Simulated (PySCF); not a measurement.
# C2H4BCl: the cost of one run

Computed with PySCF 2.14.0, with density-fitted response routines of our own, on a single molecule in the gas phase. Atoms are numbered from 0 throughout.

## 1. Starting geometry

8 atoms, charge 0, multiplicity 1; geometry from: PBE0-D3(BJ)/def2-SVP.

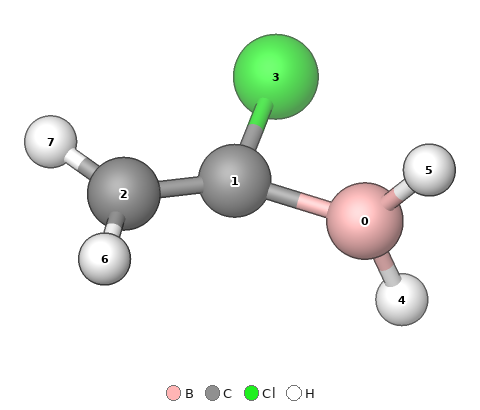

The starting geometry (boron pink, carbon grey, chlorine green, hydrogen white), atoms numbered.

## 2. Excited states and response: wB97X-D/def2-SVPD

What the job is given:

```
{"job": {"kind": "uv", "xc": "wB97X-D", "basis": "def2-SVPD", "ip": true}, "charge": 0, "multiplicity": 1}
B      2.038846     2.234492     0.995968
C      0.519875     2.246361     0.721809
C     -0.548994     1.546091     0.373890
Cl     0.445562     3.991667     1.093876
H      2.804842     2.484700     0.097799
H      2.438268     2.033875     2.116644
H     -0.435123     0.480299     0.159700
H     -1.542641     1.991652     0.291352
```

Level: TDDFT wB97X-D/def2-SVPD, vertical, gas phase, core orbitals frozen in the response.

On the command line:

```bash
OMP_NUM_THREADS=1 python probes_run.py task.json out
```

This one command runs all jobs of the session in turn.

**Question.** How long does this first job take on 1 thread of Arm Neoverse V1, shared host, and how much memory does it need?

About 16 s, with a peak of 0.54 GiB.
